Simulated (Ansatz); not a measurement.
# BSiH3 (SMILES B[SiH]): levels of theory compared

Aim: a comparison of 6 runs (UHF/STO-3G, U-wB97M-V/STO-3G, UPBE0/STO-3G, RPA@PBE/STO-3G, UCCSDT(Q)/STO-3G, UCCSDT/STO-3G) of BSiH3. 

The calculation is run with Ansatz 0.2.0.

43 further runs of the same task are left out: 43 set aside as unsound or not needed.

### 1 The structure to begin with

BSiH3: 5 atoms, total charge 0, spin state triplet. As SMILES, `B[SiH]`. The H3–B1 distance was set to 2.947 Å, away from the relaxed value. At this shape a bond of the SMILES string is far longer than usual.

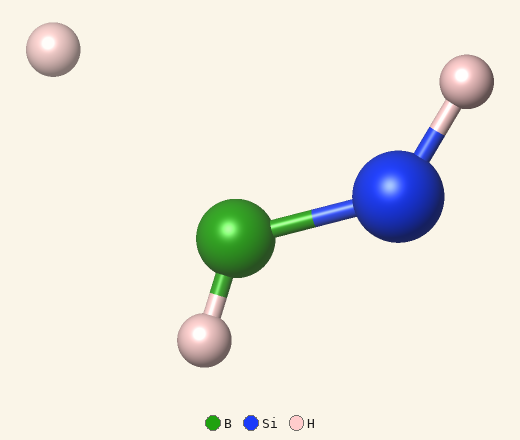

Viewed from a chosen angle; boron green, silicon blue, hydrogen pink.

### 2 The energy at UHF/STO-3G (run 1)

Input file in.yaml:

```yaml
crystal:
  periodic: [false, false, false]
  atoms:
    - {symbol: B, position_ang: [1.438703, -0.839299, -0.507602]}
    - {symbol: Si, position_ang: [2.406213, 0.698321, -0.984712]}
    - {symbol: H, position_ang: [-1.303690, -0.620750, 0.549520]}
    - {symbol: H, position_ang: [1.909023, -1.910869, -0.624222]}
    - {symbol: H, position_ang: [2.131473, 2.148071, -0.970072]}
basis:
  gaussian:
    orbitals: STO-3G
magnetization:
  spin_polarized: true
  initial_magnetization: 2
hamiltonian:
  xc: hf
accuracy: high
```

The run is started by

```
$ ansatz run in.yaml --threads 1 --pin off --max-ram 2610MiB --events-out events.jsonl --progress --plain --runs-dir runs
```

Output:

```text
Warning: RAYON_NUM_THREADS=1 ignored (pool sized by the plan → 1); use --threads N
Functional definition: HF
  name "HF"
  exchange = exact_x
  correlation = 0
285 factors; integrals over basis functions are off by at most 9.5e-9 eV
mean field evaluation 1: about -8465.0414 eV, gradient 1.2e1 eV
mean field evaluation 2: about -8465.0503 eV, gradient 1.2e1 eV
mean field evaluation 4: about -8469.7222 eV, gradient 5.6e0 eV
mean field evaluation 8: about -8469.6863 eV, gradient 4.6e0 eV
mean field evaluation 16: about -8474.1125 eV, gradient 2.3e-2 eV
mean field evaluation 32: about -8474.1125 eV, gradient 7.8e-5 eV
mean field evaluation 64: about -8473.4775 eV, gradient 1.9e0 eV
mean field evaluation 96: about -8471.5681 eV, gradient 3.9e0 eV
mean field evaluation 128: about -8469.7162 eV, gradient 9.1e0 eV
mean field evaluation 160: about -8469.0702 eV, gradient 2.9e0 eV
mean field -8474.11246927 eV, -311.4178892860 hartree, gradient 1.3e-8 eV, S^2 2.794592; 5 other end points of the search recorded, 0 dependent functions left out
reference -8474.11246927 eV, -311.4178892860 hartree; 12, 10 occupied and 5, 7 virtual orbitals, 285 factors
Total energy: -8474.11246927 eV, -311.4178892860 hartree
```

Run time: 0.28 s. Hardware: 1 thread of Arm Neoverse V1, shared host.

### 3 The energy at U-wB97M-V/STO-3G (run 2)

Input file molecule.yaml:

```yaml
basis:
  gaussian:
    orbitals: STO-3G
crystal:
  periodic: [false, false, false]
  atoms:
    - {symbol: B, position_ang: [1.438703, -0.839299, -0.507602]}
    - {symbol: Si, position_ang: [2.406213, 0.698321, -0.984712]}
    - {symbol: H, position_ang: [-1.303690, -0.620750, 0.549520]}
    - {symbol: H, position_ang: [1.909023, -1.910869, -0.624222]}
    - {symbol: H, position_ang: [2.131473, 2.148071, -0.970072]}
magnetization:
  spin_polarized: true
  initial_magnetization: 2
hamiltonian:
  xc: {name: wB97M-V}
accuracy: high
```

The run is started by

```
$ ansatz run molecule.yaml --threads 1 --pin off --max-ram 2610MiB --events-out events.jsonl --progress --plain --runs-dir runs
```

Output (excerpt; [...] marks lines left out):

```text
Warning: RAYON_NUM_THREADS=1 ignored (pool sized by the plan → 1); use --threads N
Functional definition: wB97M-V
  name "wB97M-V"
[...]
  gx(w, u) = 1 - cx + cx01*u + cx10*w
  gss(w, u) = css00 + css04*u^4 + css10*w + css20*w^2 + css43*w^4*u^3
  gos(w, u) = cos00 + cos10*w + (cos20 + cos21*u)*w^2 + (cos60 + cos61*u)*w^6
[...]
      + integral(e_c_pw_mod_opposite_spin*gos(b97_w_opposite, b97_u_opposite)) + vv10(b, c)
285 factors; integrals over basis functions are off by at most 9.5e-9 eV
137 factors; integrals over basis functions are off by at most 1.2e-9 eV
[...]
mean field -8493.31411679 eV, -312.1235368169 hartree, gradient 2.7e-8 eV, S^2 2.094982; 4 other end points of the search recorded, 0 dependent functions left out
reference -8493.31411962 eV, -312.1235369211 hartree; 12, 10 occupied and 5, 7 virtual orbitals, 285 factors
Total energy: -8493.31411962 eV, -312.1235369211 hartree
```

It took 36 s on 1 thread of Arm Neoverse V1, shared host; peak memory 0.46 GiB.

### 4 The energy at UPBE0/STO-3G (run 3)

molecule.yaml: that of step 3 with these lines changed.

```diff
@@ -1,4 +1 @@
-basis:
-  gaussian:
-    orbitals: STO-3G
 crystal:
@@ -11,7 +8,6 @@
     - {symbol: H, position_ang: [2.131473, 2.148071, -0.970072]}
-magnetization:
-  spin_polarized: true
-  initial_magnetization: 2
-hamiltonian:
-  xc: {name: wB97M-V}
+basis:
+  gaussian: {orbitals: STO-3G}
+magnetization: {spin_polarized: true, initial_magnetization: 2}
 accuracy: high
+hamiltonian: {xc: {name: PBE0}}
```

The run is started by

```
$ ansatz run molecule.yaml --threads 1 --pin off --max-ram 2610MiB --events-out events.jsonl --progress --plain --runs-dir runs
```

Output:

```text
Warning: RAYON_NUM_THREADS=1 ignored (pool sized by the plan → 1); use --threads N
Functional definition: PBE0
  name "PBE0"
  parameter a = 0.25
  parameter kappa = 0.804
  parameter beta = 0.06672455060314922
  exchange = (1 - a)*pbe_x(kappa = kappa, mu = beta*pi^2/3) + a*exact_x
  correlation = pbe_c(beta = beta)
285 factors; integrals over basis functions are off by at most 9.5e-9 eV
mean field evaluation 1: about -8481.2447 eV, gradient 1.6e1 eV
mean field evaluation 2: about -8472.0816 eV, gradient 2.0e1 eV
mean field evaluation 4: about -8487.9959 eV, gradient 6.1e0 eV
mean field evaluation 8: about -8489.1630 eV, gradient 1.6e-1 eV
mean field evaluation 16: about -8489.1638 eV, gradient 1.2e-3 eV
mean field evaluation 32: about -8489.2301 eV, gradient 1.9e-1 eV
mean field -8489.23252078 eV, -311.9735409300 hartree, gradient 1.2e-8 eV, S^2 2.288940; 9 other end points of the search recorded, 0 dependent functions left out
reference -8489.23252243 eV, -311.9735409908 hartree; 12, 10 occupied and 5, 7 virtual orbitals, 285 factors
Total energy: -8489.23252243 eV, -311.9735409908 hartree
```

Wall time 4.5 s (1 thread of Arm Neoverse V1, shared host); peak memory 0.12 GiB.

Runs 4 to 5 aren't shown in full; the table further down has their settings and results.

### 5 A single-point energy at UCCSDT/STO-3G (run 6)

molecule.yaml: that of step 4 with these lines changed.

```diff
@@ -9,5 +9,12 @@
 basis:
-  gaussian: {orbitals: STO-3G}
-magnetization: {spin_polarized: true, initial_magnetization: 2}
+  gaussian:
+    orbitals: STO-3G
+magnetization:
+  spin_polarized: true
+  initial_magnetization: 2
+correlation:
+  method: ccsdt
+  frozen_orbitals: {B: 1, H: 0, Si: 5}
 accuracy: high
-hamiltonian: {xc: {name: PBE0}}
+scf:
+  omitted_lower_state_checks: [cluster_reference, increment]
```

The run is started by

```
$ ansatz run molecule.yaml --threads 1 --pin off --max-ram 2610MiB --events-out events.jsonl --progress --plain --runs-dir runs
```

Output:

```text
Warning: RAYON_NUM_THREADS=1 ignored (pool sized by the plan → 1); use --threads N
[... 15 lines left out ...]
6 core orbitals not correlated: weight in the atoms' cores, before any rotation towards them, 0.999 or more for the frozen orbitals, at most 0.000 for the correlated occupied ones
[... 60 lines left out ...]
Total energy: -8476.77571934 eV, -311.5157619209 hartree
Checks for a lower state left out: cluster_reference, increment
```

It took 0.99 s on 1 thread of Arm Neoverse V1, shared host.

### 6 Overview of the runs

```
run             level  frozen core orbitals  energy (Eh)   ⟨S²⟩  wall time
  1        UHF/STO-3G                     –  -311.417889  2.795     0.28 s
  2  U-wB97M-V/STO-3G                     –  -312.123537  2.095       36 s
  3      UPBE0/STO-3G                     –  -311.973541  2.289      4.5 s
  4    RPA@PBE/STO-3G                     6  -311.565133  2.015      3.3 s
  5  UCCSDT(Q)/STO-3G                     6  -311.516567  2.795      1.1 s
  6     UCCSDT/STO-3G                     6  -311.515762  2.795     0.99 s
```

### 7 What came out

```
                                          quantity          value
                               run 6: total energy  -311.51576 Eh
run 6: correlation energy (6 core orbitals frozen)      -97.9 mEh
          run 6: ⟨S²⟩ of the reference determinant          2.795
                              run 6: T1 diagnostic          0.108
```

In words: Below the UHF energy at the same shape and in the same basis (STO-3G): UCCSDT(Q) -98.7 mEh; UCCSDT -97.9 mEh. Totals of different functionals can't be ranked against each other. In runs 1, 2, 3, 4, 5, 6 the basis is minimal, so the values are rough. Spin contamination of the reference: run 1 ⟨S²⟩ = 2.79, run 5 ⟨S²⟩ = 2.79, run 6 ⟨S²⟩ = 2.79, run 3 ⟨S²⟩ = 2.29. Where it is this large, the reference is a mixture of spin states, and values that rest on it are in doubt. All runs together took 46 s, the longest 36 s.
